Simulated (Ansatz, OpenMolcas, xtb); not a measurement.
How methods differ on BN (boron nitride)

The species is BN (2 atoms), meant as a triplet with charge 0. As SMILES, `B#N`. Geometry: relaxed at GFN2-xTB.

```xyz
2

B     0.0000    0.0000    0.0000
N     0.0000    0.0000    1.2684
```

Each level gives the electronic atomisation energy (eV). The values are calculated. Electronic energies at fixed atoms, without zero-point motion or spin-orbit coupling.

| level | kind | program | value (eV) |
| --- | --- | --- | --- |
| GFN0-xTB | semi-empirical | xtb | 11.48 |
| GFN1-xTB | semi-empirical | xtb | 8.15 |
| UHF/STO-3G | Hartree–Fock | OpenMolcas | 2.01 |
| UHF/3-21G | Hartree–Fock | Ansatz | 1.22 |
| UHF/6-31G | Hartree–Fock | Ansatz | 1.30 |
| USVWN5/3-21G | LDA | Ansatz | 5.20 |
| USVWN5/6-31G | LDA | Ansatz | 5.19 |
| USVWN5/cc-pVTZ | LDA | OpenMolcas | 5.81 |
| U-revPBE/3-21G | GGA | Ansatz | 4.30 |
| U-revPBE/6-31G | GGA | Ansatz | 4.26 |

The values span 1.22 to 11.48 eV. GFN0-xTB, GFN1-xTB: no spin polarisation, so open shells miss the exchange term that lowers them.

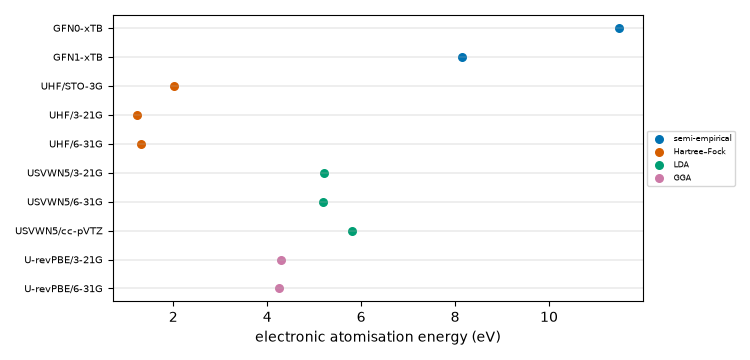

The values of the table, level by level.
